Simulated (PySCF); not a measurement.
C₇H₁₆Si, SMILES [SiH2](CC(C)(C)C)C=C, singlet at its GFN2-xTB optimised geometry (Å):

```
24

C      2.7230    -0.0440     0.1786
C      2.1208     0.5323     1.2063
Si     0.2604     0.7059     1.4573
C     -0.6409    -0.1225     0.0000
C     -2.1751    -0.1225     0.0000
C     -2.7133    -0.8688     1.2207
C     -2.7135     1.3081     0.0000
C     -2.6628    -0.8341    -1.2686
H      3.7979    -0.1103     0.0938
H      2.1669    -0.4816    -0.6349
H      2.7430     0.9510     1.9888
H     -0.0720     0.0729     2.7429
H     -0.0418     2.1431     1.5439
H     -0.3044    -1.1611    -0.0601
H     -0.3045     0.3583    -0.9226
H     -3.7973    -0.9505     1.1677
H     -2.2970    -1.8728     1.2699
H     -2.4551    -0.3442     2.1367
H     -2.3002     1.8728    -0.8331
H     -2.4521     1.8171     0.9239
H     -3.7979     1.3051    -0.0936
H     -3.7504    -0.8560    -1.3029
H     -2.3049    -0.3207    -2.1589
H     -2.3011    -1.8601    -1.2968
```

Level of theory: PBE0/def2-SVP in PySCF. Cells within 0.4 Å of a nucleus heavier than hydrogen are left out (blank, or x).

Map of the log10 of the electron density (e/bohr³), floored at −4 on the plane z = 0.0 Å:

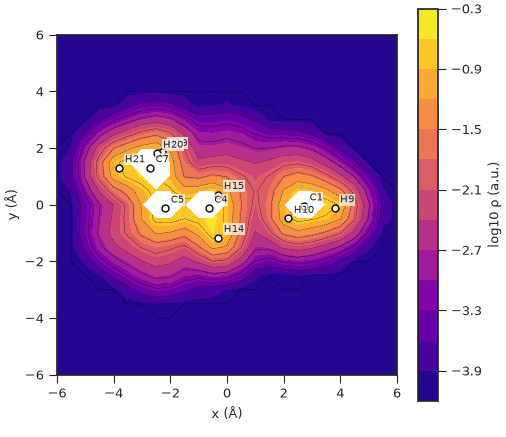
*Log10 of the electron density (e/bohr³), floored at −4 on the plane z = 0.0 Å.*
